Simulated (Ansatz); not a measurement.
# C2H4FNSi: small, medium and large basis sets

Aim: see how fast density functionals converge with the basis set for C2H4FNSi.

Program: Ansatz 0.2.0, Gaussian basis. Level of theory: one geometry, several basis sets. These are calculated values, not measurements.

The runs, in order: PBE0-D4/def2-SVP; ωB97M-V/def2-SVP; PBE0-D4/def2-QZVPP; ωB97M-V/def2-QZVPP; the functionals' def2-TZVPP values are taken from earlier runs.

### Step 1. The geometry

All runs share one geometry, relaxed beforehand with PBE0-D4 in a triple-zeta def2 set.

SMILES `N#C[SiH2]CF`, 9 atoms, charge 0, spin multiplicity 1.

Atoms are counted from 1 here; the program's logs count them from 0.

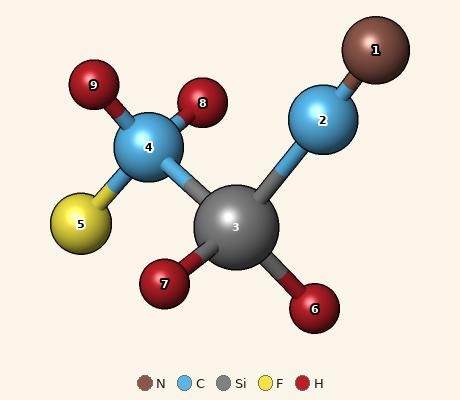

The structure; nitrogen brown, carbon blue, silicon grey, fluorine yellow, hydrogen red; atoms are numbered from 1 in the order of the file.

### Step 2. PBE0-D4 in def2-SVP

The input, in.yaml:

```yaml
crystal:
  periodic: [false, false, false]
  atoms:
    - {symbol: N, position_ang: [-2.207822, -1.181199, 1.563203]}
    - {symbol: C, position_ang: [-1.521091, -0.447473, 1.000267]}
    - {symbol: Si, position_ang: [-0.376966, 0.680768, 0.081886]}
    - {symbol: C, position_ang: [1.044011, -0.404496, -0.530751]}
    - {symbol: F, position_ang: [1.944643, 0.387060, -1.229960]}
    - {symbol: H, position_ang: [-1.135812, 1.276703, -1.038815]}
    - {symbol: H, position_ang: [0.091466, 1.715661, 1.028725]}
    - {symbol: H, position_ang: [0.681331, -1.194388, -1.195842]}
    - {symbol: H, position_ang: [1.568741, -0.879035, 0.304286]}
basis:
  gaussian: {orbitals: def2-SVP}
hamiltonian: {xc: pbe0, dispersion: d4}
output: {orbitals: {seedname: orbitals}}
```

The run is started by

```console
> ansatz run in.yaml --threads 2 --pin off --events-out ev --progress --plain --max-ram 4352MiB
```

Further steps of the session: ωB97M-V in def2-SVP; PBE0-D4 in def2-QZVPP; ωB97M-V in def2-QZVPP.

**Question.** What will the summary of the whole plan be? Wanted: PBE0-D4: double and triple zeta above quadruple; ωB97M-V: double and triple zeta above quadruple.

**Answer**, as computed:

```
                                       quantity           value
PBE0-D4: double and triple zeta above quadruple  10.92, 0.60 eV
ωB97M-V: double and triple zeta above quadruple  11.15, 0.56 eV
```

For PBE0-D4 the step from double to triple zeta gains 10.32 eV and the next only 0.60 eV. These are total energies; as a rule much of such shifts cancels in differences, which this series doesn't test. The LUMO of ωB97M-V is positive and keeps falling with the basis (1.54 to 0.96 eV): an unbound level that the basis holds in place.
